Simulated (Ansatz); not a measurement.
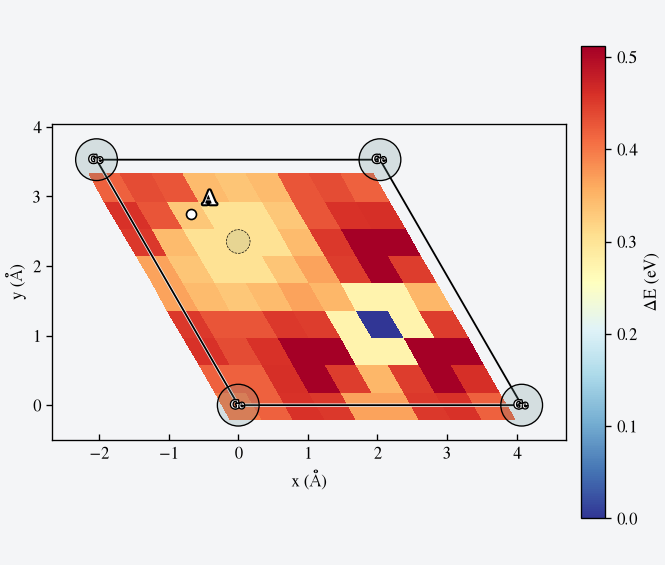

Si on a Ge(111) slab cut from the Fd-3m phase, its upper half relaxed before the scan (4 atoms of substrate and one adsorbate in a 1 × 1 cell). Si is moved over the surface cell; relaxed at each place: the height of the adsorbate's atoms; substrate rigid; the origin of the map has the adsorbate above Ge4. Places are given modulo a cell vector. The map is drawn in real space over the plane of the surface. The grid has 9 × 9 points; 19 points were computed and 62 follow by symmetry. Energies are in eV, from the lowest grid point. At some places the adsorbate sinks to or below the level of the top layer. With one adsorbate in each 1 × 1 cell, its nearest image is 4.1 Å away, so neighbouring adsorbates interact. These are results of DFT PBE, scalar-relativistic, plane waves, PAW in Ansatz, not measurements. Settings: cutoff 420 eV, k-mesh 9×9×1, gaussian smearing 0.1 eV, no spin polarisation.

Drawn: one coloured cell a grid point, labelled circles for the atoms of the top layer and small ones for the second layer, the outline of one cell of the plane, the point A.

Question: Is A at rest? If not, where is it pushed?

Answer: A, at (2/9, 7/9) of the cell vectors, is not a stationary point. The computed force is 0.24 eV/Å in the plane, pointing down and right in the picture (components 0.21 and −0.12 eV/Å).

PAW datasets: the set soft_1.
